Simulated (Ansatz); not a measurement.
The calculation's input:

```
crystal:
  periodic: [false, false, false]
  atoms:
    - { symbol: Ge, position_ang: [0.0, 0.0, 0.0] }
    - { symbol: Cl, position_ang: [0.0, 0.0, 2.57] }
    - { symbol: F, position_ang: [1.5842, 0.0, -0.5594] }
    - { symbol: H, position_ang: [-0.73, 1.2648, -0.5162] }
    - { symbol: F, position_ang: [-0.7913, -1.3709, -0.5594] }
    - { symbol: H, position_ang: [-1.7556, 0.0, 0.5833] }
    - { symbol: H, position_ang: [-1.4971, 0.0, 1.5533] }
basis:
  gaussian: { orbitals: def2-SVP }
hamiltonian:
  xc: hf
relax:
  f_tol: 0.15
  max_steps: 25
  restrain:
    - { distance: [0, 5], at: 2.75, k: 30.0 }
    - { distance: [6, 1], at: 2.57, k: 30.0 }
    - { distance: [0, 1], at: 2.22, k: 30.0 }
    - { distance: [6, 5], at: 0.66, k: 30.0 }
output:
  orbitals: {}
```

Run with:

```sh
ansatz run input.yaml --threads 1 --pin off --max-ram 2048MiB --backend cpu --events-out ev --progress --plain --runs-dir out
```

The fields are those of the run's last geometry, not of the input's.

Not at a stationary point (largest force 1.6 eV/Å).

Theory: Ansatz, RHF/def2-SVP.

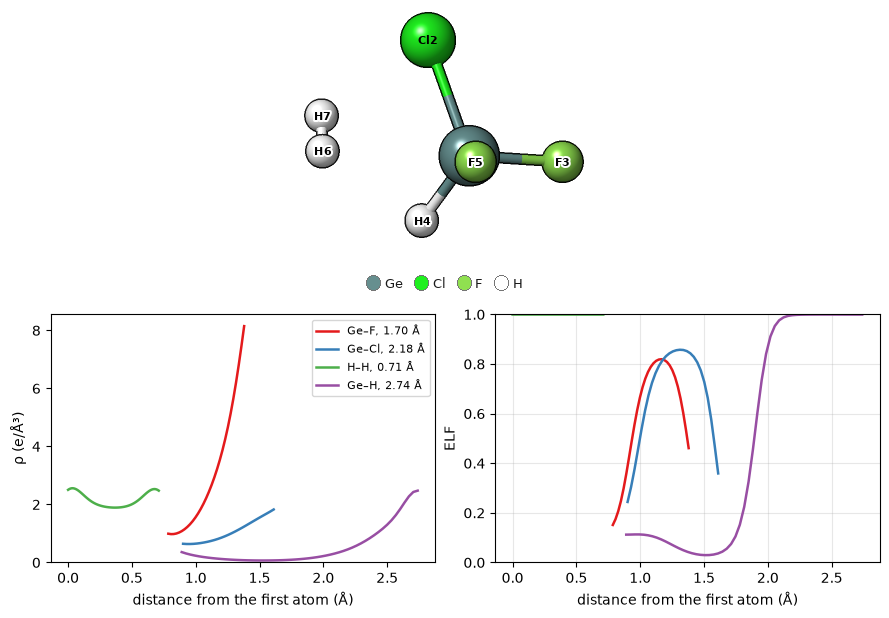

ClF$_{2}$GeH···H$_{2}$. Electron density and ELF along straight lines between neighbouring atoms. The curves leave out the atomic cores. The structure is drawn too.

What can be read from the curves?

Answer. Ge–F (1.70 Å): ρ is about 1 e/Å³ halfway; the ELF peaks at about 0.80 in the valence shell of F, 0.5 Å from its nucleus, and is about 0.25 at the midpoint.
Ge–Cl (2.18 Å): ρ is about 0.71 e/Å³ halfway, with its minimum of 0.64 e/Å³ about 1.0 Å from Ge; the ELF peaks at about 0.85 in the valence shell of Cl, 0.9 Å from its nucleus, and is about 0.70 at the midpoint.
H–H (0.71 Å): ρ is about 1.9 e/Å³ halfway; the ELF is about 1 at the midpoint (a covalent bond by its length).
Ge1···H7 (2.74 Å): the density falls to about 0.07 e/Å³ on the way; the ELF dips to about 0 between them.
